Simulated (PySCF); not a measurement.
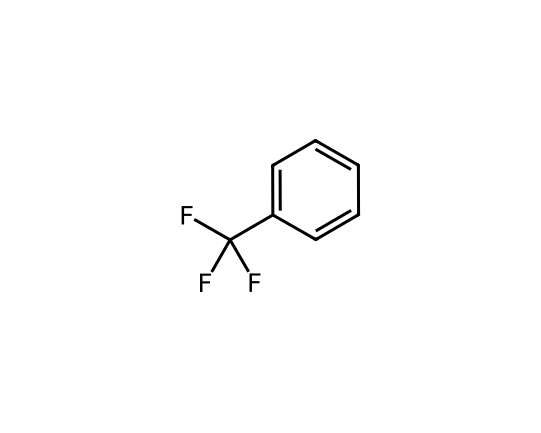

Skeletal drawing of a molecule.

> Write the SMILES.

FC(F)(F)c1ccccc1

> What is the molecular formula?

C7H5F3.

The parts below concern this one geometry. Atoms keep their numbers from picture to picture. The geometry was computed by an optimisation with PBE0-D3(BJ)/def2-TZVP. No frequency run is at hand to confirm it as a minimum.

Geometry

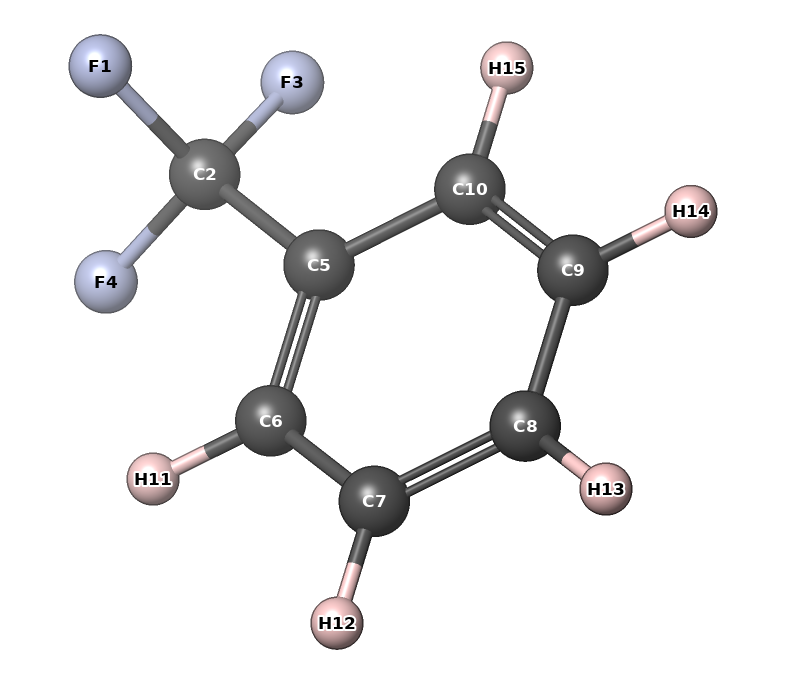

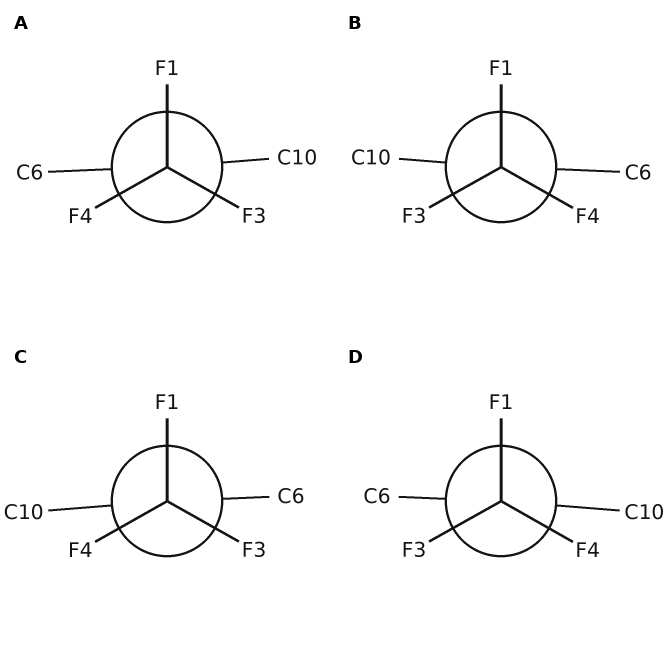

Atoms fade into the background with distance from the viewer. Bonds that would overlap in a projection are set slightly apart. No frequency run is at hand to confirm it as a minimum.

> Which Newman projection shows the view along C2–C5, with C2 in front?

B. The torsion angle F1–C2–C5–C6 is 92°, about perpendicular.

Ring current

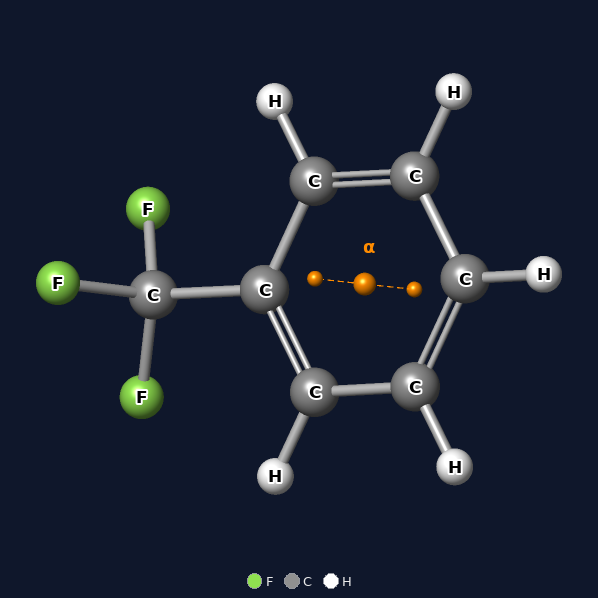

The small points mark where nucleus-independent chemical shifts (NICS) were computed: at the centre of each lettered ring and 1 Å above and below it. No frequency run is at hand to confirm it as a minimum. Properties computed with GIAO B97-2/pcSseg-2 NMR shielding, non-relativistic, gas phase (PySCF 2.14.0).

Give NICS(0), NICS(1) and the out-of-plane component NICS(1)zz for each ring (means of the two sides).

```json
{"ring": "α", "members": "C6", "NICS(0)": "−9.0", "NICS(1)": "−10.3", "NICS(1)zz": "−29.3"}
```

Values in ppm.

> What do the values say about the ring currents?

Ring α: diatropic, as in an aromatic ring. NICS is one index among several.

Electronic properties

No frequency run is at hand to confirm it as a minimum. Method: WP04/pcSseg-2 in chloroform (IEF-PCM) (PySCF 2.14.0).

> What is the dipole moment?

3.57 D.

> What is the HOMO energy (Kohn–Sham orbital)?

−8.77 eV.

> What is the HOMO–LUMO gap?

5.81 eV.

NMR shielding

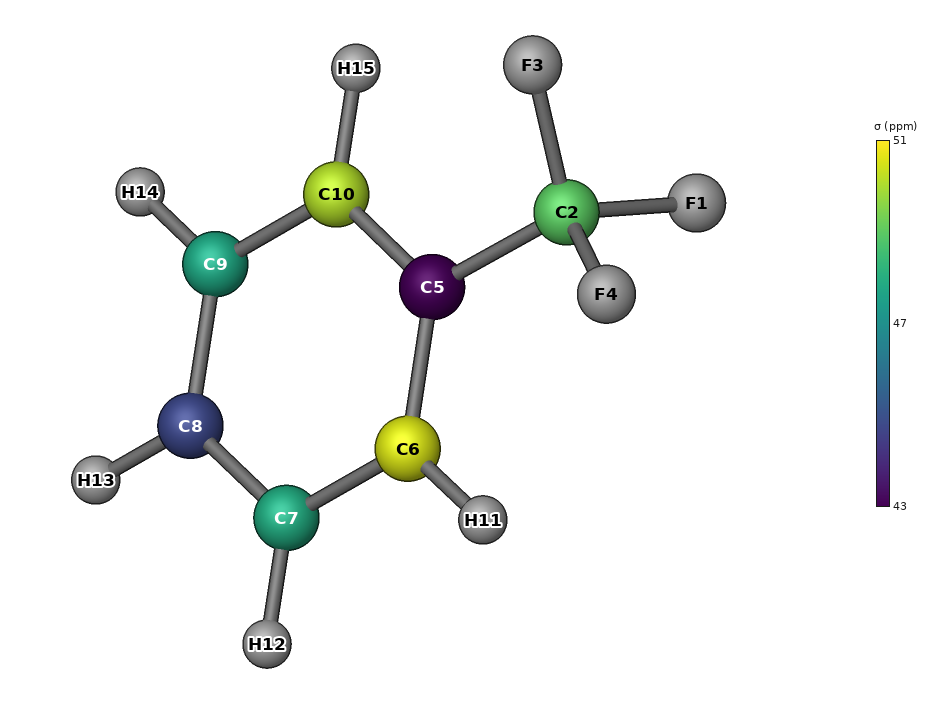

Atoms are coloured by their isotropic NMR shieldings (C only, the others grey). No frequency run is at hand to confirm it as a minimum. Method: GIAO PBE0/pcSseg-2 NMR shielding, non-relativistic, gas phase (PySCF 2.14.0).

> Which C atom is the most shielded (lowest chemical shift)?

C6, C10 (50.1 to 50.5 ppm).

> Which C atom is the least shielded (highest chemical shift)?

C5 (43.1 ppm).

> How wide is the range of C shifts?

7.4 ppm.

List the isotropic NMR shieldings of the C atoms.

```csv
atom,σ (ppm)
C2,49.0
C5,43.1
C6,50.5
C7,47.9
C8,44.8
C9,47.8
C10,50.1
```
